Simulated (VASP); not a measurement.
# N on Ru(0001): binding against coverage, part 6 of 12

How do binding and work function change as N crowds Ru(0001)?

VASP 6.6.1, plane waves and PAW; the level of theory is named at each step.

So far. Step 7 (The vacuum level with the adsorbate, coverage 1/1 …): The vacuum level lies 7.13 eV above the Fermi level at the upper face; the two faces differ by 2.05 eV, the step that the slab's dipole of 0.072 e·Å makes. Step 8 (Relaxing the slab, cell 2 x 2, k-mesh 6×6×1): The run ended after 10 ionic steps, 0.096 eV below its first step, once the forces on the free atoms met EDIFFG = -0.03.

**9. The vacuum level, cell 2 x 2, k-mesh 6×6×1**

Level of this step: PBE; plane waves and PAW (Ru) (VASP).

INCAR

```
SYSTEM = Ru
PREC = Normal
ENCUT = 440
EDIFF = 1E-06
NELM = 120
ISMEAR = 1
SIGMA = 0.15
LREAL = Auto
ALGO = Fast
GGA = PE
NBANDS = 80
LASPH = .TRUE.
LORBIT = 11
LWAVE = .FALSE.
LCHARG = .FALSE.
KPAR = 4
NCORE = 2
IDIPOL = 3
LDIPOL = .TRUE.
DIPOL = 0.5 0.5 0.499
LVHAR = .TRUE.
LVACPOTAV = .TRUE.
```

POSCAR

```
Ru
1.0
    5.4333338510      0.0000000000      0.0000000000
    2.7166669255      4.7054051422      0.0000000000
    0.0000000000      0.0000000000     21.4119355986
Ru
16
Selective dynamics
Direct
    0.8333333300      0.3333333300      0.3502719300  F F F
    0.3333333300      0.3333333300      0.3502719300  F F F
    0.8333333300      0.8333333300      0.3502719300  F F F
    0.3333333300      0.8333333300      0.3502719300  F F F
    0.0000000000      0.0000000000      0.4500906400  F F F
    0.5000000000      0.0000000000      0.4500906400  F F F
    0.0000000000      0.5000000000      0.4500906400  F F F
    0.5000000000      0.5000000000      0.4500906400  F F F
    0.8333333300      0.3333333300      0.5497019319  T T T
    0.3333333300      0.3333333300      0.5497019319  T T T
    0.8333333300      0.8333333300      0.5497019319  T T T
    0.3333333300      0.8333333300      0.5497019319  T T T
    0.0000000000      0.0000000000      0.6463084415  T T T
    0.5000000000      0.0000000000      0.6463084415  T T T
    0.0000000000      0.5000000000      0.6463084415  T T T
    0.5000000000      0.5000000000      0.6463084415  T T T
```

KPOINTS

```
Automatic mesh
0
Gamma
6 6 1
0 0 0
```

PAW data sets: Ru (PBE family, release 64).

Launch:

```bash
> mpirun -np 8 vasp_std
```

What it wrote:

```text
[... set-up lines as in an earlier step ...]
 entering main loop
       N       E                     dE             d eps       ncg     rms          rms(c)
DAV:   1     0.746897508281E+03    0.74690E+03   -0.51054E+04  1120   0.120E+03
DAV:   2    -0.873946746084E+02   -0.83429E+03   -0.77635E+03  1224   0.275E+02
DAV:   3    -0.147144849069E+03   -0.59750E+02   -0.56469E+02  1720   0.636E+01
DAV:   4    -0.150308438233E+03   -0.31636E+01   -0.30471E+01  1488   0.137E+01
[...]
RMM:  26    -0.139571402599E+03   -0.75672E-05   -0.81747E-07   713   0.163E-03    0.799E-04
RMM:  27    -0.139571403903E+03   -0.13044E-05   -0.26923E-07   548   0.116E-03    0.304E-04
RMM:  28    -0.139571404135E+03   -0.23179E-06   -0.14195E-07   473   0.974E-04
 [... a notice as in an earlier step ...]

   1 F= -.13957140E+03 E0= -.13957127E+03  d E =-.388604E-03
```

It took 84 s on 8 MPI ranks of AMD EPYC 7R43, shared host; peak memory 1.9 GiB.

Parts of OUTCAR (step 9):

```text
  Total      -13.9877474    -13.9877474     -5.1301797     -0.0000000     -0.0000000     -0.0000000
  in kB      -40.9391687    -40.9391687    -15.0149476     -0.0000000     -0.0000000     -0.0000000
  external PRESSURE =     -32.2977616 kB  Pullay stress =       0.0000000 kB

 POSITION                                       TOTAL-FORCE (eV/Angst)
 -----------------------------------------------------------------------------------
      5.43333      1.56847      7.50000        -0.000000      0.000000      0.599350
      2.71667      1.56847      7.50000         0.000000      0.000000      0.599350
      6.79167      3.92117      7.50000         0.000000      0.000000      0.599350
      4.07500      3.92117      7.50000         0.000000      0.000000      0.599350
      0.00000      0.00000      9.63731        -0.000000     -0.000000     -0.606882
      2.71667      0.00000      9.63731        -0.000000     -0.000000     -0.606882
      1.35833      2.35270      9.63731        -0.000000     -0.000000     -0.606882
      4.07500      2.35270      9.63731        -0.000000     -0.000000     -0.606882
      5.43333      1.56847     11.77018         0.000000     -0.000000     -0.002594
      2.71667      1.56847     11.77018         0.000000      0.000000     -0.002594
      6.79167      3.92117     11.77018        -0.000000      0.000000     -0.002594
      4.07500      3.92117     11.77018         0.000000     -0.000000     -0.002594
      0.00000      0.00000     13.83871        -0.000000      0.000000      0.010126
      2.71667      0.00000     13.83871        -0.000000     -0.000000      0.010126
      1.35833      2.35270     13.83871         0.000000     -0.000000      0.010126
      4.07500      2.35270     13.83871        -0.000000     -0.000000      0.010126
 -----------------------------------------------------------------------------------
    total drift:                                0.000008      0.000005      0.236704

  FREE ENERGIE OF THE ION-ELECTRON SYSTEM (eV)
  ---------------------------------------------------
  free  energy   TOTEN  =      -139.5714041347 eV

  energy  without entropy=     -139.5710155308  energy(sigma->0) =     -139.57127460

[... 2 parts as in an earlier step ...]

[... 1 further part left out ...]
[key lines of the parts left out:]
E-fermi :   1.9961
```

The planar average of the electrostatic potential oscillates, so the rows of the table below give means over windows of 2 Å about each position, cut where the curve ends. Its maxima inside the range that stand out by 2 % of the span (Å: eV): 8.6: -1.72, 10.7: -1.96, 12.8: -2.67. Its minima: 7.6: -21.2, 9.7: -21.8, 11.8: -21.9, 13.9: -21.3.

Zero at the Fermi level. Table of planar average of the electrostatic potential by height; means over each step:

```
height (Å)  planar average of the electrostatic potential (eV)
         0                                                5.06
         2                                                5.06
         4                                                5.04
         6                                                1.23
         8                                               -12.1
        10                                               -12.8
        12                                               -13.3
        14                                               -12.4
        16                                                4.37
        18                                                5.02
        20                                                5.03
```

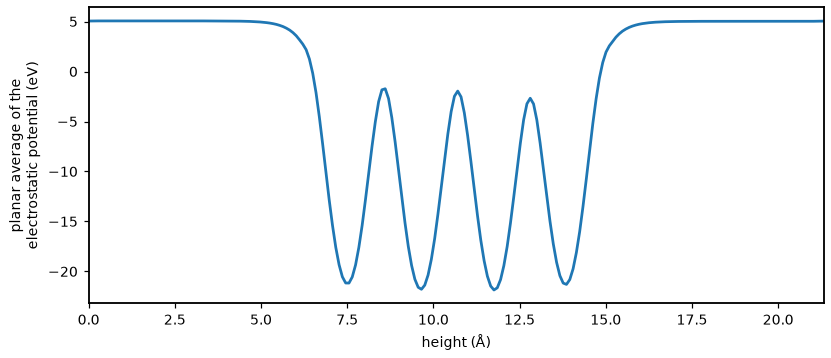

Planar average of the electrostatic potential against height.

The vacuum level lies 5.02 eV above the Fermi level at the upper face; the two faces differ by 0.04 eV, the step that the slab's dipole of -0.005 e·Å makes.

The program found no field-free point at its default tolerance, but its printed level agrees with the flat part of the planar average.

**10. Relaxing the adsorbate, coverage 1/4, k-mesh 6×6×1**

This step: PBE, no spin polarisation; plane waves and PAW (Ru, N) (VASP 6.6.1).

System of this step: Ru16N (Ru(0001)). The cell holds 17 atoms: 16 Ru and 1 N. Its edges and angles: a = 5.433 Å, b = 5.433 Å, c = 21.412 Å, α = 90.0°, β = 90.0°, γ = 60.0°. It derives from Ru. 1 N over hcp sites of a 2 x 2 cell of Ru(0001). Vacuum lies along c.

INCAR

```
SYSTEM = Ru16N
PREC = Normal
ENCUT = 440
EDIFF = 1E-05
NELM = 120
ISMEAR = 1
SIGMA = 0.15
LREAL = Auto
ALGO = Fast
GGA = PE
NBANDS = 83
LASPH = .TRUE.
LORBIT = 11
LWAVE = .FALSE.
LCHARG = .FALSE.
KPAR = 4
NCORE = 2
IBRION = 2
NSW = 45
ISIF = 2
EDIFFG = -0.03
POTIM = 0.4
MAXMIX = 40
IDIPOL = 3
LDIPOL = .TRUE.
DIPOL = 0.5 0.5 0.511
```

POSCAR

```
Ru16N
1.0
    5.4333338510      0.0000000000      0.0000000000
    2.7166669255      4.7054051422      0.0000000000
    0.0000000000      0.0000000000     21.4119355986
Ru N
16 1
Selective dynamics
Direct
    0.8333333300      0.3333333300      0.3502719300  F F F
    0.3333333300      0.3333333300      0.3502719300  F F F
    0.8333333300      0.8333333300      0.3502719300  F F F
    0.3333333300      0.8333333300      0.3502719300  F F F
    0.0000000000      0.0000000000      0.4500906400  F F F
    0.5000000000      0.0000000000      0.4500906400  F F F
    0.0000000000      0.5000000000      0.4500906400  F F F
    0.5000000000      0.5000000000      0.4500906400  F F F
    0.8333333300      0.3333333300      0.5497019300  T T T
    0.3333333300      0.3333333300      0.5497019300  T T T
    0.8333333300      0.8333333300      0.5497019300  T T T
    0.3333333300      0.8333333300      0.5497019300  T T T
    0.0000000000      0.0000000000      0.6463084400  T T T
    0.5000000000      0.0000000000      0.6463084400  T T T
    0.0000000000      0.5000000000      0.6463084400  T T T
    0.5000000000      0.5000000000      0.6463084400  T T T
    0.3333333300      0.3333333300      0.7000168000  T T T
```

KPOINTS is that of step 9.

The projector-augmented-wave data sets are Ru and N (PBE family, release 64).

Launch:

```bash
> mpirun -np 8 vasp_std
```

What it wrote:

```text
[banner, memory and clock lines left out]
running    8 mpi-ranks, on    1 nodes
[...]
LDA part: xc-table for (Slater+PW92), standard interpolation
 POSCAR, INCAR and KPOINTS ok, starting setup
[...]
entering main loop
       N       E                     dE             d eps       ncg     rms          rms(c)
DAV:   1     0.800621054425E+03    0.80062E+03   -0.53378E+04  1162   0.120E+03
DAV:   2    -0.814769907318E+02   -0.88210E+03   -0.82662E+03  1253   0.280E+02
DAV:   3    -0.156764950937E+03   -0.75288E+02   -0.71704E+02  1889   0.703E+01
DAV:   4    -0.161031019206E+03   -0.42661E+01   -0.41129E+01  1516   0.154E+01
[...]
RMM:  29    -0.148563952881E+03   -0.30012E-04   -0.18366E-06   470   0.335E-03    0.188E-03
RMM:  30    -0.148563963760E+03   -0.10879E-04   -0.12016E-06   446   0.299E-03    0.201E-03
RMM:  31    -0.148563966387E+03   -0.26267E-05   -0.38001E-07   321   0.245E-03
   1 F= -.14856397E+03 E0= -.14855371E+03  d E =-.148564E+03
[... from here on, the cycles between the ionic steps are left out ...]
   2 F= -.14873342E+03 E0= -.14872158E+03  d E =-.169452E+00
   3 F= -.14877609E+03 E0= -.14876438E+03  d E =-.212127E+00
   4 F= -.14877619E+03 E0= -.14876447E+03  d E =-.212223E+00
   5 F= -.14879319E+03 E0= -.14878174E+03  d E =-.169992E-01
   6 F= -.14879338E+03 E0= -.14878196E+03  d E =-.171910E-01
   7 F= -.14879631E+03 E0= -.14878485E+03  d E =-.293076E-02
   8 F= -.14879634E+03 E0= -.14878488E+03  d E =-.296045E-02
   9 F= -.14879638E+03 E0= -.14878491E+03  d E =-.299652E-02
  10 F= -.14879638E+03 E0= -.14878491E+03  d E =-.299516E-02
  11 F= -.14879636E+03 E0= -.14878491E+03  d E =-.298079E-02
  12 F= -.14879703E+03 E0= -.14878564E+03  d E =-.669135E-03
  13 F= -.14879721E+03 E0= -.14878584E+03  d E =-.852744E-03
  14 F= -.14879750E+03 E0= -.14878615E+03  d E =-.113979E-02
  15 F= -.14879800E+03 E0= -.14878661E+03  d E =-.498955E-03
 trial-energy change:   -0.000499  1 .order   -0.000428   -0.000680   -0.000176
 step:   1.6793(harm=  1.9279)  dis= 0.00602  next Energy=  -148.798016 (dE=-0.515E-03)
 reached required accuracy - stopping structural energy minimisation
```

Run time: 4.8 min. Hardware: 8 MPI ranks; peak memory 2.1 GiB; 38 min of CPU time.

OUTCAR, selected parts (step 10):

```text
  Total       -9.4307657     -9.4307657     -5.9210936      0.0000000      0.0000000      0.0000000
  in kB      -27.6018503    -27.6018503    -17.3297846      0.0000000      0.0000000      0.0000000
  external PRESSURE =     -24.1778284 kB  Pullay stress =       0.0000000 kB

 POSITION                                       TOTAL-FORCE (eV/Angst)
 -----------------------------------------------------------------------------------
      5.43333      1.56847      7.50000        -0.000000     -0.122493      0.811833
      2.71667      1.56847      7.50000        -0.000000     -0.000000      0.495579
      6.79167      3.92117      7.50000         0.106082      0.061247      0.811833
      4.07500      3.92117      7.50000        -0.106082      0.061247      0.811833
      0.00000      0.00000      9.63731        -0.000000     -0.000000     -1.569828
      2.71667      0.00000      9.63731        -0.000000     -0.041237     -0.479777
      1.35833      2.35270      9.63731        -0.035712      0.020618     -0.479777
      4.07500      2.35270      9.63731         0.035712      0.020618     -0.479777
      5.43333      1.58566     11.80349        -0.000000     -0.001243      0.014269
      2.71667      1.56847     11.73057        -0.000000     -0.000000     -0.014137
      6.77678      3.91257     11.80349         0.001077      0.000622      0.014269
      4.08989      3.91257     11.80349        -0.001077      0.000622      0.014269
      5.43333      0.00000     13.81949        -0.000000     -0.000000      0.001696
      5.43333      4.63617     13.90269        -0.000000      0.016421      0.012018
[...]
-----------------------------------------------------------------------------------
    total drift:                                0.000128      0.000074      0.103826

  FREE ENERGIE OF THE ION-ELECTRON SYSTEM (eV)
  ---------------------------------------------------
  free  energy   TOTEN  =      -148.7980003807 eV

  energy  without entropy=     -148.7638397067  energy(sigma->0) =     -148.78661349

[... 2 parts as in an earlier step ...]

[... 2 further parts left out ...]
[key lines of the parts left out:]
E-fermi :   2.1015
```

Step by step:

```
step  energy less that of the first step (eV)  largest force (eV/Å)
   1                                   0.0000                1.2219
   2                                  -0.1695                0.5753
   3                                  -0.2121                0.4863
   4                                  -0.2122                0.4749
   5                                  -0.2292                0.1674
   6                                  -0.2294                0.1591
   7                                  -0.2323                0.0506
   8                                  -0.2324                0.0505
   9                                  -0.2324                0.0648
  10                                  -0.2324                0.0495
  11                                  -0.2324                0.0590
  12                                  -0.2331                0.0562
  13                                  -0.2332                0.0584
  14                                  -0.2335                0.0620
  15                                  -0.2340                0.0203
```

The atoms that moved most (Å):

```
atom      dx      dy      dz  length
Ru16   0.060   0.035   0.064   0.094
Ru14   0.000  -0.069   0.064   0.094
Ru15  -0.060   0.035   0.064   0.094
 N17   0.000   0.000  -0.055   0.055
Ru10   0.000   0.000  -0.040   0.040
 Ru9   0.000   0.017   0.033   0.037
Ru12   0.015  -0.009   0.033   0.037
Ru11  -0.015  -0.009   0.033   0.037
```

The relaxed structure:

```xyz
17
Lattice="5.4333 0.0000 0.0000 2.7167 4.7054 0.0000 0.0000 0.0000 21.4119" Properties=species:S:1:pos:R:3
Ru    5.4333    1.5685    7.5000
Ru    2.7167    1.5685    7.5000
Ru    6.7917    3.9212    7.5000
Ru    4.0750    3.9212    7.5000
Ru    0.0000    0.0000    9.6373
Ru    2.7167    0.0000    9.6373
Ru    1.3583    2.3527    9.6373
Ru    4.0750    2.3527    9.6373
Ru    5.4333    1.5857   11.8035
Ru    2.7167    1.5685   11.7306
Ru    6.7768    3.9126   11.8035
Ru    4.0899    3.9126   11.8035
Ru    0.0000    0.0000   13.8195
Ru    2.7167   -0.0692   13.9027
Ru    1.2984    2.3873   13.9027
Ru    4.1350    2.3873   13.9027
N     2.7167    1.5685   14.9334
```

The run ended after 15 ionic steps, 0.234 eV below its first step, once the forces on the free atoms met EDIFFG = -0.03.

**11. The vacuum level with the adsorbate, coverage 1/4, k-mesh 6×6×1**

INCAR

```
SYSTEM = Ru16N
PREC = Normal
ENCUT = 440
EDIFF = 1E-06
NELM = 120
ISMEAR = 1
SIGMA = 0.15
LREAL = Auto
ALGO = Fast
GGA = PE
NBANDS = 83
LASPH = .TRUE.
LORBIT = 11
LWAVE = .FALSE.
LCHARG = .FALSE.
KPAR = 4
NCORE = 2
IDIPOL = 3
LDIPOL = .TRUE.
DIPOL = 0.5 0.5 0.511
LVHAR = .TRUE.
LVACPOTAV = .TRUE.
```

POSCAR

```
Ru16N
1.0
    5.4333338510      0.0000000000      0.0000000000
    2.7166669255      4.7054051422      0.0000000000
    0.0000000000      0.0000000000     21.4119355986
Ru N
16 1
Selective dynamics
Direct
    0.8333333300      0.3333333300      0.3502719300  F F F
    0.3333333300      0.3333333300      0.3502719300  F F F
    0.8333333300      0.8333333300      0.3502719300  F F F
    0.3333333300      0.8333333300      0.3502719300  F F F
    0.0000000000      0.0000000000      0.4500906400  F F F
    0.5000000000      0.0000000000      0.4500906400  F F F
    0.0000000000      0.5000000000      0.4500906400  F F F
    0.5000000000      0.5000000000      0.4500906400  F F F
    0.8315060872      0.3369878156      0.5512574200  T T T
    0.3333333300      0.3333333300      0.5478518501  T T T
    0.8315060872      0.8315060872      0.5512574200  T T T
    0.3369878156      0.8315060872      0.5512574200  T T T
    0.0000000000      0.0000000000      0.6454104614  T T T
    0.5073569712      0.9852860576      0.6492960630  T T T
    0.9852860576      0.5073569712      0.6492960630  T T T
    0.5073569712      0.5073569712      0.6492960630  T T T
    0.3333333300      0.3333333300      0.6974343241  T T T
```

KPOINTS is that of step 10.

Launch:

```bash
> mpirun -np 8 vasp_std
```

What it wrote:

```text
[... set-up lines as in an earlier step ...]
 entering main loop
       N       E                     dE             d eps       ncg     rms          rms(c)
DAV:   1     0.798953339380E+03    0.79895E+03   -0.53353E+04  1162   0.120E+03
DAV:   2    -0.814743874941E+02   -0.88043E+03   -0.82489E+03  1256   0.280E+02
DAV:   3    -0.157005691958E+03   -0.75531E+02   -0.71916E+02  1897   0.703E+01
DAV:   4    -0.161317626009E+03   -0.43119E+01   -0.41678E+01  1564   0.155E+01
[...]
RMM:  30    -0.148798034486E+03   -0.89036E-05   -0.84161E-07   787   0.190E-03    0.119E-03
RMM:  31    -0.148798038244E+03   -0.37577E-05   -0.39174E-07   601   0.121E-03    0.700E-04
RMM:  32    -0.148798038989E+03   -0.74441E-06   -0.12124E-07   435   0.872E-04
 [... a notice as in an earlier step ...]

   1 F= -.14879804E+03 E0= -.14878664E+03  d E =-.341824E-01
```

Elapsed: 93 s, on 8 MPI ranks; peak memory 1.9 GiB.

Parts of OUTCAR (step 11):

```text
  Total       -9.4575240     -9.4575240     -5.9793467      0.0000000      0.0000000      0.0000000
  in kB      -27.6801660    -27.6801660    -17.5002792      0.0000000      0.0000000      0.0000000
  external PRESSURE =     -24.2868704 kB  Pullay stress =       0.0000000 kB

 POSITION                                       TOTAL-FORCE (eV/Angst)
 -----------------------------------------------------------------------------------
      5.43333      1.56847      7.50000        -0.000000     -0.122566      0.812536
      2.71667      1.56847      7.50000         0.000000      0.000000      0.495408
      6.79167      3.92117      7.50000         0.106145      0.061283      0.812536
      4.07500      3.92117      7.50000        -0.106145      0.061283      0.812536
      0.00000      0.00000      9.63731         0.000000      0.000000     -1.570960
      2.71667      0.00000      9.63731        -0.000000     -0.041692     -0.480199
      1.35833      2.35270      9.63731        -0.036107      0.020846     -0.480199
      4.07500      2.35270      9.63731         0.036107      0.020846     -0.480199
      5.43333      1.58566     11.80349         0.000000     -0.000919      0.015600
      2.71667      1.56847     11.73057         0.000000     -0.000000     -0.015249
      6.77678      3.91257     11.80349         0.000796      0.000460      0.015600
      4.08989      3.91257     11.80349        -0.000796      0.000460      0.015600
      0.00000      0.00000     13.81949         0.000000     -0.000000      0.000061
      5.43333      4.63617     13.90269        -0.000000      0.016100      0.012498
[...]
-----------------------------------------------------------------------------------
    total drift:                                0.000128      0.000074      0.104438

  FREE ENERGIE OF THE ION-ELECTRON SYSTEM (eV)
  ---------------------------------------------------
  free  energy   TOTEN  =      -148.7980389886 eV

  energy  without entropy=     -148.7638565446  energy(sigma->0) =     -148.78664484

[... 2 parts as in an earlier step ...]

[... 1 further part left out ...]
[key lines of the parts left out:]
E-fermi :   2.1041
```

At the end the adsorbate's closest contact with the slab is N-Ru at 1.94 Å, 1.64 Å to the side of the slab's atom, and its lowest atom lies 1.03 Å above the highest atom of the slab.

The vacuum level lies 5.28 eV above the Fermi level at the upper face; the two faces differ by 0.28 eV, the step that the slab's dipole of 0.040 e·Å makes.

VASP counts the dipole in electrons times Å, so a positive number points the physical dipole along −c.

The program found no field-free point at its default tolerance, but its printed level agrees with the flat part of the planar average.

[end of part 6 of 12]

[Lines on the potential files, build, host, timing and source positions are cut from VASP's logs without a mark.]

[Logs are printed without paths, hosts, clocks, repeated set-up lines and the standing remarks that a program may print on its own settings, such as how far it seeks lower states.]

[Hosts, paths, dates, database ids (printed as entryN), source tags and the programs' standing remarks are cut or masked in the printed files.]

[Runs that stopped without an error message from VASP are left out.]
